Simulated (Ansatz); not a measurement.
The parent structure is AlN in the wurtzite structure (space group P6_3mc, No. 186; a = 3.130 Å, c = 5.018 Å).

Now apply this change: every lattice vector is shortened by 2.40 %, atoms relaxed at fixed cell.

The values are results of Ansatz (an electronic-structure program), PBE, PAW, cutoff 420 eV, spin-orbit coupling left out, not measurements.

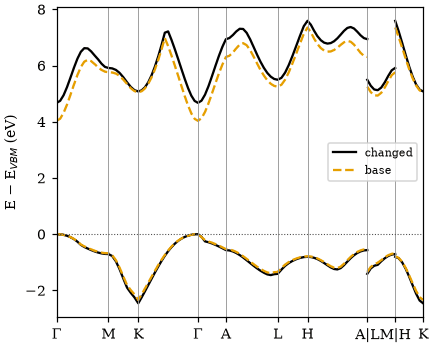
Highest valence and lowest conduction band along the path, each from its own valence-band maximum

Problem. From the figure, how large is the changed gap, and is it direct?

Solution. About 4.7 eV, direct at Γ.

The cells carry an imposed strain or load. Stability against distortions was not tested.
